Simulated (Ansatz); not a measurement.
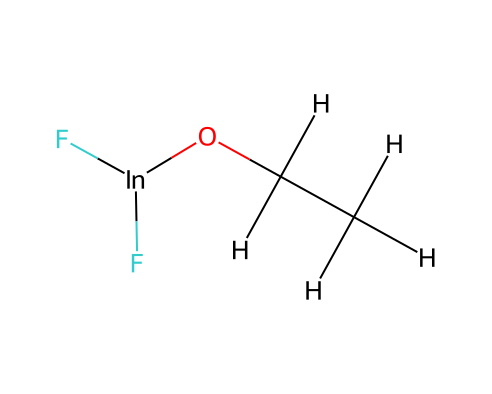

2D structure.

> Write the SMILES.

CC[O][In]([F])[F]

> What is the molecular formula?

C2H5F2InO.

> An optimisation with PBE0-D4/def2-TZVP gave a structure of which point group?

C1. Other conformers may differ.

The parts below concern this one geometry. Atoms keep their numbers from picture to picture. Computed geometry: PBE0-D4/def2-TZVP optimisation.

### Shape

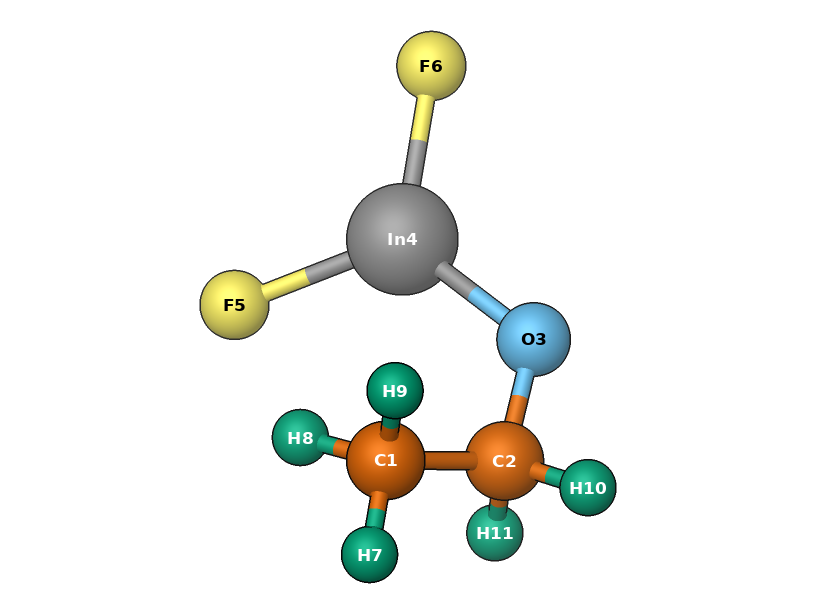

List the bonds and their lengths.

```json
{"bond": "C1–C2", "length (Å)": "1.511"}
{"bond": "C1–H7", "length (Å)": "1.093"}
{"bond": "C1–H8", "length (Å)": "1.097"}
{"bond": "C1–H9", "length (Å)": "1.093"}
{"bond": "C2–O3", "length (Å)": "1.416"}
{"bond": "C2–H10", "length (Å)": "1.096"}
{"bond": "C2–H11", "length (Å)": "1.098"}
{"bond": "O3–In4", "length (Å)": "1.956"}
{"bond": "In4–F5", "length (Å)": "1.939"}
{"bond": "In4–F6", "length (Å)": "1.926"}
```

### Levels of theory compared

Program: Ansatz 0.2.0.

Compare HOMO energy (eV), HOMO–LUMO gap (eV), dipole (D) at these levels: B3LYP-D4/def2-TZVPP; PBE-D4/def2-TZVPP; r2SCAN-D4/def2-TZVPP; ωB97M-V/def2-TZVPP.

```json
{"level": "B3LYP-D4/def2-TZVPP", "HOMO energy (eV)": "−8.22", "HOMO–LUMO gap (eV)": "5.21", "dipole (D)": "3.06"}
{"level": "PBE-D4/def2-TZVPP", "HOMO energy (eV)": "−6.89", "HOMO–LUMO gap (eV)": "3.34", "dipole (D)": "3.02"}
{"level": "r2SCAN-D4/def2-TZVPP", "HOMO energy (eV)": "−7.20", "HOMO–LUMO gap (eV)": "3.85", "dipole (D)": "3.05"}
{"level": "ωB97M-V/def2-TZVPP", "HOMO energy (eV)": "−10.82", "HOMO–LUMO gap (eV)": "10.14", "dipole (D)": "2.90"}
```

### Vibrations

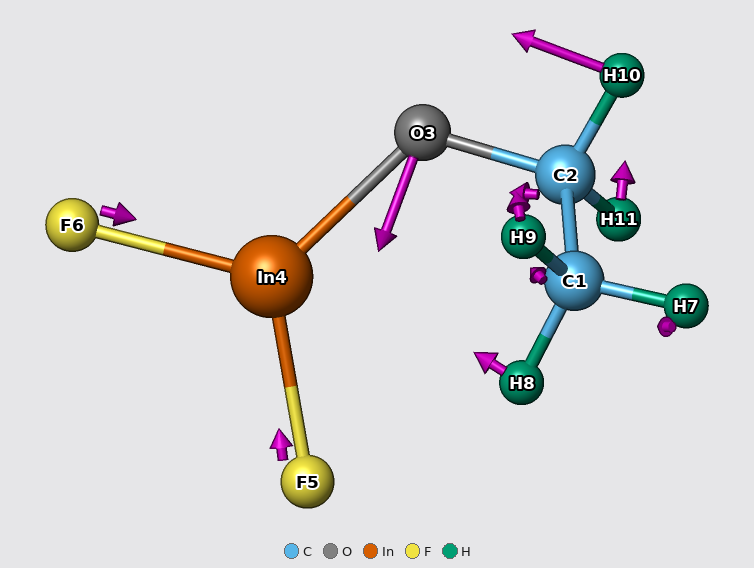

The arrows show one normal mode. Harmonic vibrations computed with RKS PBE0-D4/def2-TZVP, core potentials on In (Ansatz 0.2.0) at a stationary point of the same level.

> At what wavenumber does it lie?

554 cm⁻¹; it is mode 9 of 27 counted from the lowest.

### Charges

The questions are on Mulliken charges. Method: RKS PBE0-D4/def2-TZVP, core potentials on In (Ansatz 0.2.0).

> Which atom carries the highest charge (most positive or least negative)?

In4 (1.18 e).

> And the lowest?

F5 (−0.47 e).

List the Mulliken charges.

```json
{"atom": "C1", "value (e)": "−0.42"}
{"atom": "C2", "value (e)": "−0.01"}
{"atom": "O3", "value (e)": "−0.46"}
{"atom": "In4", "value (e)": "1.18"}
{"atom": "F5", "value (e)": "−0.47"}
{"atom": "F6", "value (e)": "−0.45"}
{"atom": "H7", "value (e)": "0.13"}
{"atom": "H8", "value (e)": "0.15"}
{"atom": "H9", "value (e)": "0.13"}
{"atom": "H10", "value (e)": "0.11"}
{"atom": "H11", "value (e)": "0.10"}
```

Mulliken values depend strongly on the basis set and can even reverse the polarity of a bond.
